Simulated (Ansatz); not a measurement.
# Calculations on CH₆BN₃O

## 1. Relaxation

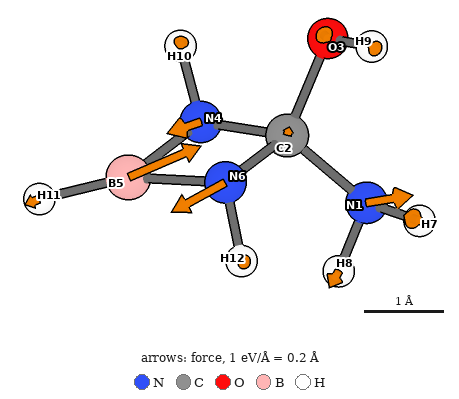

Starting geometry of CH6BN3O with the computed forces as orange arrows. A ball-and-stick model, seen face on.

The run prepares an end point of a later path (inversion) calculation, from a guessed geometry.

These are results of RKS PBE/def2-SVP in Ansatz, not measurements. (no spin polarisation; force threshold 0.015 eV/Å; at most 40 steps)

**Is this structure relaxed? If not, where do the atoms go?**

It isn't relaxed: the largest force vector, on B5, is 5.12 eV/Å. The final displacements have little in common with the starting forces (cosine between the two patterns 0.10). The atom that moves furthest after the best rigid fit is H9 (0.88 Å). By element the largest moves are H 0.88 Å, O 0.40 Å, B 0.17 Å, N 0.16 Å, C 0.13 Å. Among the contacts that change: B5–N6 1.562 → 1.452 Å, N4–B5 1.539 → 1.430 Å, C2–N6 1.434 → 1.509 Å, N1–H7 1.083 → 1.026 Å. Bond angles that change, for instance: B5–N4–H10 112.7° → 140.4°, B5–N6–H12 104.7° → 131.6°, C2–N6–H12 111.3° → 121.6°. Groups turn about C2–O3 by about 90°. The energy falls by 118.4 kJ/mol in 15 accepted moves (16 points after the start). Largest force component: 4.6 eV/Å at the start, 0.012 eV/Å at the end. The line search rejected the trial step at point 13 of the run. The run took 29 s on 2 threads of Intel(R) Xeon(R) 6975P-C (Granite Rapids) (shared host), peak memory 0.17 GiB.

## 2. Relaxation

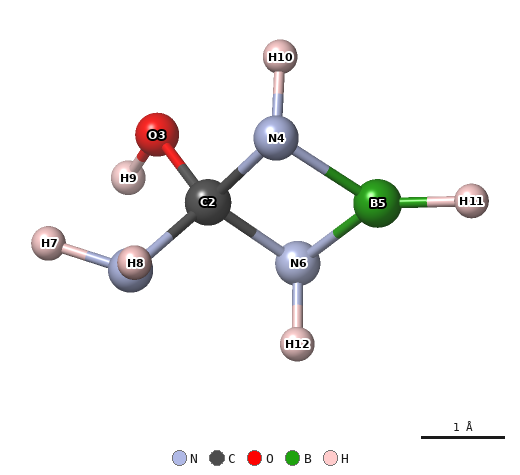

This is the input geometry for a relaxation of CH₆BN₃O. A ball-and-stick model, seen at a tilt.

The run prepares an end point of a later path (inversion) calculation, from a guessed geometry.

Level of theory: RKS PBE/def2-SVP in Ansatz.

The input:
```yaml
crystal:
  periodic: [false, false, false]
  atoms:
    - { symbol: "N", position_ang: [-1.5102, 0.4014, 0.0407] }
    - { symbol: C, position_ang: [-0.1034, 0.3926, 0.195] }
    - { symbol: O, position_ang: [0.3946, 1.6643, 0.4912] }
    - { symbol: "N", position_ang: [0.3543, -0.5819, 1.1618] }
    - { symbol: B, position_ang: [1.0644, -1.3369, 0.024] }
    - { symbol: "N", position_ang: [0.5843, -0.1892, -0.9203] }
    - { symbol: H, position_ang: [-1.87344, 1.37614, 0.34049] }
    - { symbol: H, position_ang: [-1.97034, -0.26124, 0.62535] }
    - { symbol: H, position_ang: [0.2873, 2.2491, -0.253] }
    - { symbol: H, position_ang: [1.0008, -0.2064, 1.8458] }
    - { symbol: H, position_ang: [1.7112, -2.3058, -0.0228] }
    - { symbol: H, position_ang: [-0.07, -0.6421, -1.5675] }
basis:
  gaussian: { orbitals: def2-SVP }
hamiltonian:
  xc: pbe
relax:
  f_tol: 0.015
  max_steps: 40
```

Run as
```bash
ansatz run input.yaml --threads 2 --pin off --max-ram 3072MiB --backend cpu --events-out ev --progress --plain --runs-dir out
```

Predict the outcome.

The energy falls by 25.6 kcal/mol in 11 accepted moves (13 points after the start). The largest force component goes from 4.6 to 0.0089 eV/Å. The line search rejected the trial steps at points 7, 11 of the run. The largest move after the best rigid fit is that of H7, 0.67 Å. Largest moves by element: H 0.67 Å, N 0.31 Å, O 0.25 Å, B 0.11 Å, C 0.06 Å. Near-neighbour distances that change, for instance: B5–N6 1.562 → 1.436 Å, N4–B5 1.539 → 1.449 Å, N1–H7 1.083 → 1.028 Å, B5–H11 1.166 → 1.210 Å. Bond angles that change, for instance: B5–N6–H12 104.7° → 138.4°, B5–N4–H10 112.7° → 131.1°, C2–N6–H12 111.3° → 124.3°. Groups turn about N1–C2 by about 55°, C2–O3 by about 25°.

Step by step:

```json
{"step": "0", "E − E(0), kcal/mol": "0.00", "largest force component, eV/Å": "4.5515", "note": ""}
{"step": "1", "E − E(0), kcal/mol": "-14.37", "largest force component, eV/Å": "2.1118", "note": ""}
{"step": "2", "E − E(0), kcal/mol": "-19.99", "largest force component, eV/Å": "1.4665", "note": ""}
{"step": "3", "E − E(0), kcal/mol": "-22.91", "largest force component, eV/Å": "0.4969", "note": ""}
{"step": "4", "E − E(0), kcal/mol": "-23.48", "largest force component, eV/Å": "0.9176", "note": ""}
{"step": "5", "E − E(0), kcal/mol": "-23.98", "largest force component, eV/Å": "0.7238", "note": ""}
{"step": "6", "E − E(0), kcal/mol": "-24.75", "largest force component, eV/Å": "0.5980", "note": ""}
{"step": "7", "E − E(0), kcal/mol": "-24.55", "largest force component, eV/Å": "0.6502", "note": "rejected"}
{"step": "8", "E − E(0), kcal/mol": "-25.41", "largest force component, eV/Å": "0.3630", "note": ""}
{"step": "9", "E − E(0), kcal/mol": "-25.52", "largest force component, eV/Å": "0.0942", "note": ""}
{"step": "10", "E − E(0), kcal/mol": "-25.58", "largest force component, eV/Å": "0.0666", "note": ""}
{"step": "11", "E − E(0), kcal/mol": "-25.56", "largest force component, eV/Å": "0.1223", "note": "rejected"}
{"step": "12", "E − E(0), kcal/mol": "-25.59", "largest force component, eV/Å": "0.0178", "note": ""}
{"step": "13", "E − E(0), kcal/mol": "-25.59", "largest force component, eV/Å": "0.0089", "note": ""}
```

Final geometry:

```xyz
12

N    -1.4825    0.6293    0.0957
C    -0.0560    0.4281    0.1781
O     0.5597    1.6785    0.3004
N     0.5006   -0.4922    1.1987
B     0.9985   -1.3129    0.1135
N     0.4354   -0.4575   -0.8936
H    -1.8070    1.1046    0.9481
H    -1.9647   -0.2765    0.0514
H     0.0866    2.2654   -0.3217
H     0.9672   -0.1185    2.0272
H     1.6320   -2.3434    0.0737
H    -0.0001   -0.5449   -1.8109
```

The end point in the same view:

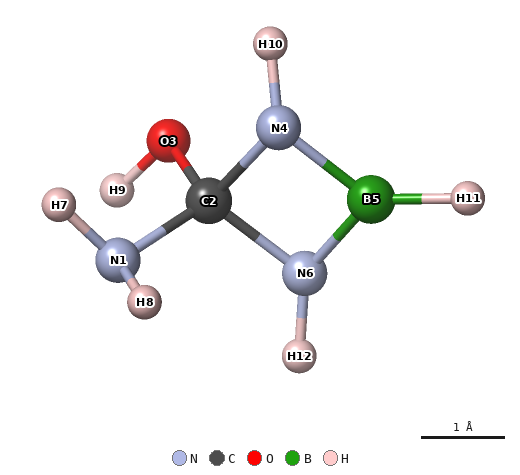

## 3. Path

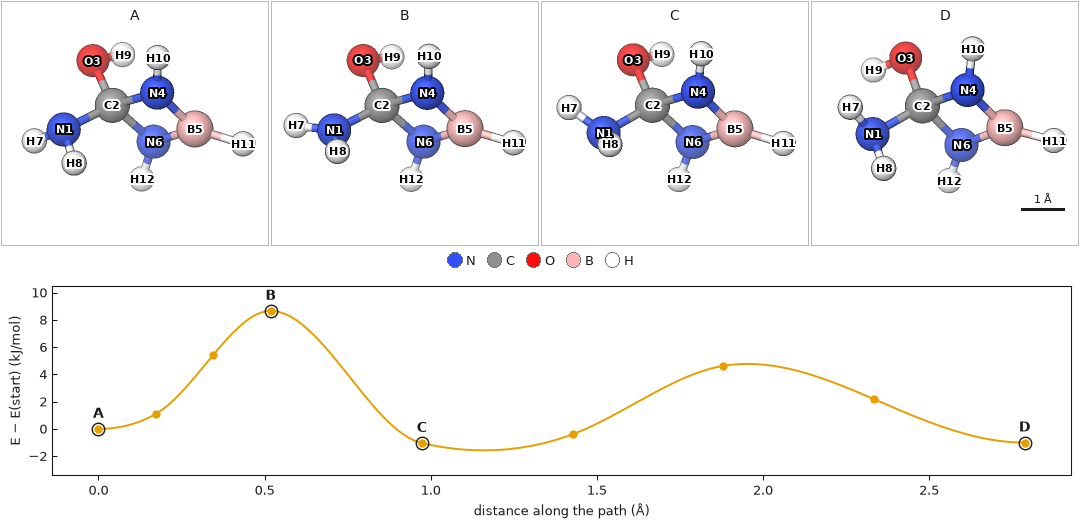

A nudged-elastic-band calculation for CH₆BN₃O. Images are numbered from 0 (start) to 8 (end). Frames A to D are images 0, 3, 4, 8. A ball-and-stick model, seen face on.

The calculation used RKS PBE/def2-SVP in Ansatz 0.2.0. Set-up: 7 movable images; climbing image; force threshold 0.03 eV/Å; iteration limit 60; starting path by image-dependent pair potential.

Q: Describe the mechanism and the energy profile.

A: The path has more than one stage, and so few images may leave a stage unresolved. No bond forms or breaks between the ends. Among the angles between lasting bonds that change up to the highest image: H7–N1–H8 110.8° → 120.8°, C2–N1–H8 111.5° → 119.8°. The energy climbs by 8.7 kJ/mol to image 3 and then falls by 9.7 kJ/mol, so the end point sits at −1.0 kJ/mol. The profile has 2 maxima (images 3, 6) with a dip at image 4 (−1.0 kJ/mol), so the process runs in steps. The band converged in 11 iterations. The largest component of the band force went from 0.95 to 0.026 eV/Å. The climbing image converged on the top of the path. Its vibrational analysis gives one imaginary mode (512i cm⁻¹), as a transition state must have.

The run took 100 s on 2 threads of Intel(R) Xeon(R) 6975P-C (Granite Rapids), with other jobs on the host, peak memory 0.16 GiB.
